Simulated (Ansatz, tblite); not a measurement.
# (CuNH2)2 ring (Cu2N2H4): a ladder of methods and basis sets

How do method and basis change the picture of (CuNH2)2 ring (Cu2N2H4) (singlet)?

The runs use Ansatz 0.2.0, Gaussian basis; as each input shows.

Levels to be run: GFN1-xTB, GFN2-xTB, PBE-D4/def2-TZVP, r2SCAN-D4/def2-TZVP, PBE-QIDH/def2-TZVP, r2SCANh-D4/def2-TZVP, HF/def2-TZVP, LC-ωPBE/def2-TZVP, CAM-B3LYP-D4/def2-TZVP, ωB97X-V/def2-TZVP, revPBE-D4/def2-TZVP, PBE+5HF/def2-TZVP, PBE+10HF/def2-TZVP, PBE+15HF/def2-TZVP, PBE+35HF/def2-TZVP, PBE+50HF/def2-TZVP, PBE-D4/def2-SVP, PBE0-D4/def2-SVP, HF/STO-3G, HF/6-31G, B3LYP-D4/6-31G, PBE0-D4/def2-TZVPD, PBE-D4/def2-TZVPD, r2SCAN-D4/def2-TZVPD, CCSD(T)/def2-TZVP, RPA/def2-TZVP.

## 1. The structure

The geometry is that of the singlet, from an earlier relaxation (r2SCAN-D4/def2-SVP).

8 atoms, charge 0, spin multiplicity 1.

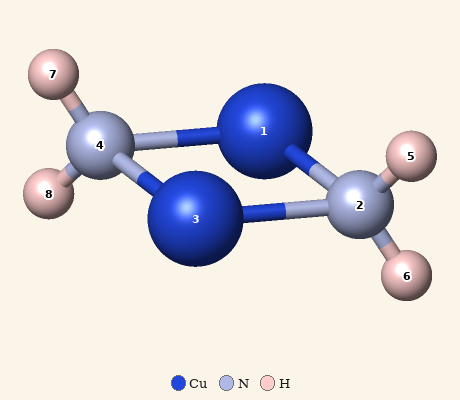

The geometry (copper blue, nitrogen light blue, hydrogen pink); atoms are numbered from 1 in the order of the file.

Coordinates:

```xyz
8
charge 0, multiplicity 1
Cu   -0.7730   -0.6535   -0.4555
N    -0.9131    0.1419    1.3461
Cu    0.7729    0.6537    0.4554
N     0.9131   -0.1419   -1.3461
H    -0.8960   -0.4565    2.1757
H    -1.6265    0.8486    1.5427
H     1.6264   -0.8486   -1.5424
H     0.8961    0.4564   -2.1759
```

No spin-orbit coupling is included.

PBE0-D4/def2-TZVP was run before; its log isn't repeated, and its numbers join the tables.

## 2. GFN1-xTB

Tight binding, by tblite at 300 K electronic temperature and without a spin-polarisation term:

```python
tblite.interface.Calculator('GFN1-xTB', numbers, positions, charge=0, uhf=0).singlepoint()
```

Energy -477.3729 eV, HOMO -9.99 eV, LUMO -6.40 eV; 0.004 s.

## 3. GFN2-xTB

Tight binding, by tblite at 300 K electronic temperature and without a spin-polarisation term:

```python
tblite.interface.Calculator('GFN2-xTB', numbers, positions, charge=0, uhf=0).singlepoint()
```

Energy -425.4277 eV, HOMO -8.28 eV, LUMO -4.18 eV; 0.003 s.

## 4. PBE-D4/def2-TZVP

start.molden holds the orbitals of an earlier run on this state, given as this run's starting guess.

Contents of in.yaml:

```yaml
crystal:
  periodic: [false, false, false]
  atoms:
    - {symbol: Cu, position_ang: [-0.772999, -0.653502, -0.455458]}
    - {symbol: N, position_ang: [-0.913139, 0.141940, 1.346063]}
    - {symbol: Cu, position_ang: [0.772931, 0.653679, 0.455395]}
    - {symbol: N, position_ang: [0.913100, -0.141894, -1.346091]}
    - {symbol: H, position_ang: [-0.895963, -0.456514, 2.175744]}
    - {symbol: H, position_ang: [-1.626480, 0.848553, 1.542667]}
    - {symbol: H, position_ang: [1.626391, -0.848638, -1.542419]}
    - {symbol: H, position_ang: [0.896148, 0.456386, -2.175900]}
basis:
  gaussian: {orbitals: def2-TZVP, initial_orbitals: start.molden}
hamiltonian: {xc: pbe, dispersion: d4}
scf: {omitted_lower_state_checks: [starts]}
output: {forces: true, orbitals: {seedname: orbitals}}
```

On the command line:

```
ansatz run in.yaml --threads 4 --pin off --events-out ev --progress --plain --max-ram 3916MiB
```

Further steps of the session: r2SCAN-D4/def2-TZVP; PBE-QIDH/def2-TZVP; r2SCANh-D4/def2-TZVP; HF/def2-TZVP; LC-ωPBE/def2-TZVP; CAM-B3LYP-D4/def2-TZVP; ωB97X-V/def2-TZVP; revPBE-D4/def2-TZVP; PBE+5HF/def2-TZVP; PBE+10HF/def2-TZVP; PBE+15HF/def2-TZVP; PBE+35HF/def2-TZVP; PBE+50HF/def2-TZVP; PBE-D4/def2-SVP; PBE0-D4/def2-SVP; HF/STO-3G; HF/6-31G; B3LYP-D4/6-31G; PBE0-D4/def2-TZVPD; PBE-D4/def2-TZVPD; r2SCAN-D4/def2-TZVPD; CCSD(T)/def2-TZVP; RPA/def2-TZVP.

Q: Predict the results of all the runs planned. Wanted: gap in def2-TZVP, named functionals and Hartree-Fock, smallest and largest; gap over the share of exact exchange; correlation energy, CCSD(T)/def2-TZVP; binding an atom, CCSD(T)/def2-TZVP; PBE0 total energy, smallest basis above largest.

**Answer**, as computed:

```
                                                                  quantity                               value
gap in def2-TZVP, named functionals and Hartree-Fock, smallest and largest  1.86 eV (revPBE-D4), 10.07 eV (HF)
                                      gap over the share of exact exchange        1.87 eV at 0, 6.37 eV at 0.5
                                     correlation energy, CCSD(T)/def2-TZVP                           -34.76 eV
                                        binding an atom, CCSD(T)/def2-TZVP                            2.806 eV
                           PBE0 total energy, smallest basis above largest     16.85 eV (def2-SVP, def2-TZVPD)
```

What this shows: Orbital gaps of the named functionals and Hartree-Fock in def2-TZVP span 1.86 eV (revPBE-D4) to 10.07 eV (HF); exact exchange widens it. Raising the share of exact exchange from 0 to 0.5 moves the HOMO by -2.69 eV and the LUMO by +1.81 eV. A small miss in a minimal or small basis is a cancelling of errors, not accuracy. The functionals in def2-TZVP miss CCSD(T)/def2-TZVP by +0.087 (PBE0-D4) to +0.221 eV (PBE-D4) an atom. The reference is CCSD(T) in one finite basis, so it carries an error of its own, often a tenth of an eV or more, and near misses can't be ranked.
